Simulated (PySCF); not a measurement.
**C3H8Si (SMILES CC(C)[SiH]) at 6 levels**

Aim: a comparison of 6 runs (HF/STO-3G, PBE0/STO-3G, B3LYP/6-31G*, PBE0/def2-SVP, TPSSh/6-311G**, MP2/6-31G) of C3H8Si. The job is set up through a Python script.

The calculation is run with PySCF 2.14.0.

1 further run of the same task is left out (set aside as unsound or not needed).

## Step 1: Starting point

The species is C3H8Si (12 atoms), meant as a singlet with charge 0. As SMILES, `CC(C)[SiH]`. The shape is that of a PBE0-D4/def2-TZVP optimisation. This is one conformer, not always the lowest.

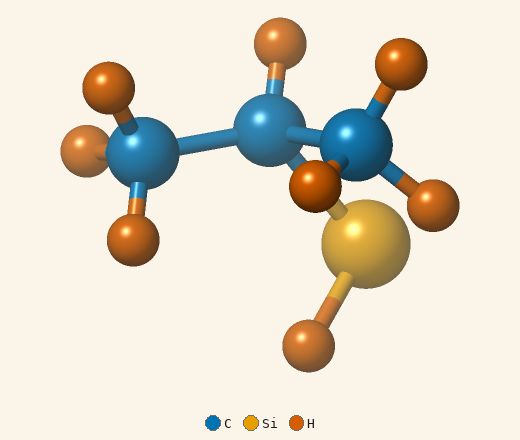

Viewed from a chosen angle; carbon blue, silicon amber, hydrogen orange.

## Step 2: Energy and forces at HF/STO-3G (run 1)

input.py reads:

```python
# CC(C)[SiH]
from pyscf import gto, scf

mol = gto.M(
    atom='''
C     -0.478290     1.713982    -2.008401
C      0.184437    -0.824488    -0.869652
C      1.492695    -0.675577     1.708501
Si    -2.209090    -2.845361     0.883636
H     -1.587559     1.488159    -3.735044
H     -1.607401     2.832510    -0.688616
H      1.209803     2.808889    -2.498974
H      1.311848    -1.954733    -2.173941
H      1.418050     1.220574     2.503887
H      0.538005    -1.910324     3.209889
H      3.415680    -1.412570     1.716816
H     -3.542859    -0.545375     2.016338
''',
    unit='bohr',
    spin=0,
    basis='sto-3g',
    max_memory=1860,
    verbose=4,
)

myscf = scf.RHF(mol)
myscf.conv_tol = 1e-10
myscf.kernel()
if not myscf.converged:
    myscf = myscf.newton().run(myscf.mo_coeff, myscf.mo_occ)

e_final = myscf.e_tot
print('E = %.10f Eh' % e_final)
grad = myscf.nuc_grad_method().kernel()
myscf.analyze()
```

Launch:

```sh
OMP_NUM_THREADS=1 python input.py
```

The program printed:

```text
PySCF version 2.14.0

[... 82 lines left out ...]
One-electron Energy =                 -873.982058918796724
[... 6 lines left out ...]
MO #2   energy= -11.054045994376   occ= 2
[... 4 lines left out ...]
MO #7   energy= -3.90901155334381  occ= 2
[... 4 lines left out ...]
MO #12  energy= -0.638029156856907 occ= 2
[... 4 lines left out ...]
MO #17  energy= -0.448111121795468 occ= 2
[... 4 lines left out ...]
MO #22  energy= 0.480785434751627  occ= 0
[... 4 lines left out ...]
MO #27  energy= 0.704160235983321  occ= 0
[... 4 lines left out ...]
MO #32  energy= 0.846341203813604  occ= 0
[... 47 lines left out ...]
Dipole moment(X, Y, Z, Debye):  0.38632, -0.07003,  0.20996
```

Run time: 1.6 s. Hardware: 1 thread of Arm Neoverse V2, shared host; peak memory 0.12 GiB.

## Step 3: Energy and gradient at PBE0/STO-3G (run 2)

calc.py reads:

```python
from pyscf import gto, dft

mol = gto.M(
    atom=[
    ('C', (-0.253100, 0.907000, -1.062800)),
    ('C', (0.097600, -0.436300, -0.460200)),
    ('C', (0.789900, -0.357500, 0.904100)),
    ('Si', (-1.169000, -1.505700, 0.467600)),
    ('H', (-0.840100, 0.787500, -1.976500)),
    ('H', (-0.850600, 1.498900, -0.364400)),
    ('H', (0.640200, 1.486400, -1.322400)),
    ('H', (0.694200, -1.034400, -1.150400)),
    ('H', (0.750400, 0.645900, 1.325000)),
    ('H', (0.284700, -1.010900, 1.698600)),
    ('H', (1.807500, -0.747500, 0.908500)),
    ('H', (-1.874800, -0.288600, 1.067000)),
],
    verbose=4,
    basis='sto-3g',
    max_memory=1860,
    charge=0,
)

calc0 = dft.RKS(mol)
calc0.xc = 'pbe0'
calc0.conv_tol = 1e-10
calc0.grids.level = 5
calc0.kernel()
if not calc0.converged:
    calc0 = calc0.newton().run(calc0.mo_coeff, calc0.mo_occ)

etot = calc0.e_tot
print('E = %.10f Eh' % etot)
grad = calc0.nuc_grad_method().kernel()
calc0.analyze()
```

Launch:

```sh
OMP_NUM_THREADS=1 python calc.py
```

The program printed:

```text
PySCF version 2.14.0

[... 94 lines left out ...]
One-electron Energy =                 -874.370201316006614
[... 6 lines left out ...]
MO #2   energy= -10.0657370677624  occ= 2
[... 4 lines left out ...]
MO #7   energy= -3.33919553685288  occ= 2
[... 4 lines left out ...]
MO #12  energy= -0.476404340608203 occ= 2
[... 4 lines left out ...]
MO #17  energy= -0.320144605199983 occ= 2
[... 4 lines left out ...]
MO #22  energy= 0.304662606371188  occ= 0
[... 4 lines left out ...]
MO #27  energy= 0.472061819075562  occ= 0
[... 4 lines left out ...]
MO #32  energy= 0.591475080578278  occ= 0
[... 47 lines left out ...]
Dipole moment(X, Y, Z, Debye):  0.60375,  0.14308,  0.25153
```

Run time: 11 s. Hardware: 1 thread of Arm Neoverse V2, shared host; peak memory 0.39 GiB.

Runs 3 to 5 aren't shown in full; the table further down has their settings and results.

## Step 4: Energy and forces at MP2/6-31G (run 6)

mol.xyz reads:

```xyz
12

C     -0.253100     0.907000    -1.062800
C      0.097600    -0.436300    -0.460200
C      0.789900    -0.357500     0.904100
Si    -1.169000    -1.505700     0.467600
H     -0.840100     0.787500    -1.976500
H     -0.850600     1.498900    -0.364400
H      0.640200     1.486400    -1.322400
H      0.694200    -1.034400    -1.150400
H      0.750400     0.645900     1.325000
H      0.284700    -1.010900     1.698600
H      1.807500    -0.747500     0.908500
H     -1.874800    -0.288600     1.067000
```

run.py reads:

```python
from pyscf import gto, scf, mp

mol = gto.M(
    atom='mol.xyz',
    basis='6-31g',
    verbose=4,
    max_memory=1860,
)

calc0 = scf.RHF(mol)
calc0.conv_tol = 1e-10
calc0.kernel()
if not calc0.converged:
    calc0 = calc0.newton().run(calc0.mo_coeff, calc0.mo_occ)

pt = mp.MP2(calc0, frozen=8).run()
energy = pt.e_tot
print('E = %.10f Eh' % energy)
grad = pt.nuc_grad_method().kernel()
dip = calc0.dip_moment()
pop, q = calc0.mulliken_pop()
```

Launch:

```sh
OMP_NUM_THREADS=1 python run.py
```

The program printed:

```text
PySCF version 2.14.0

[... 70 lines left out ...]
converged SCF energy = -407.018891350656
[... 17 lines left out ...]
Dipole moment(X, Y, Z, Debye):  1.31239,  1.30347, -0.32345
[... 69 lines left out ...]
charge of   11H =     -0.24541
```

Run time: 6.3 s. Hardware: 1 thread of Arm Neoverse V2, shared host; peak memory 0.21 GiB.

## Step 5: Overview of the runs

```tsv
run	level	integration grid	Cartesian functions	energy (Eh)	dipole moment (D) of the reference	HOMO energy (eV)	LUMO energy (eV)	wall time
1	HF/STO-3G	–	no	-402.396875	0.45	-5.99	7.43	1.6 s
2	PBE0/STO-3G	5	no	-403.519123	0.67	-3.19	2.85	11 s
3	B3LYP/6-31G* (Cartesian functions)	5	yes	-408.560952	1.93	-5.79	-1.39	31 s
4	PBE0/def2-SVP	5	no	-408.109292	1.92	-6.07	-1.25	38 s
5	TPSSh/6-311G**	5	no	-408.624455	1.96	-5.58	-1.77	2.2 min
6	MP2/6-31G	–	no	-407.345488	1.88	-8.38	1.85	6.3 s
```

## Step 6: Results

```
                                          quantity          value
                               run 6: total energy  -407.34549 Eh
       run 6: dipole moment (Hartree–Fock density)         1.88 D
        run 6: HOMO energy (Hartree–Fock orbitals)       -8.38 eV
        run 6: LUMO energy (Hartree–Fock orbitals)        1.85 eV
      run 6: HOMO–LUMO gap (Hartree–Fock orbitals)       10.23 eV
run 6: correlation energy (8 core orbitals frozen)     -326.6 mEh
                   run 6: largest force on an atom     1.815 eV/Å
```

Over runs 1, 2, 3, 4, 5 the dipole moment (its size) runs from 0.45 D (HF/STO-3G) to 1.96 D (TPSSh/6-311G**). The two ends differ in method and basis. Over runs 1, 2, 3, 4, 5 the HOMO–LUMO gap runs from 3.81 eV (TPSSh/6-311G**) to 13.42 eV (HF/STO-3G). Totals of different functionals can't be ranked against each other. In runs 1, 2 the basis is minimal, so the values are rough. All runs together took 3.6 min, the longest 2.2 min.
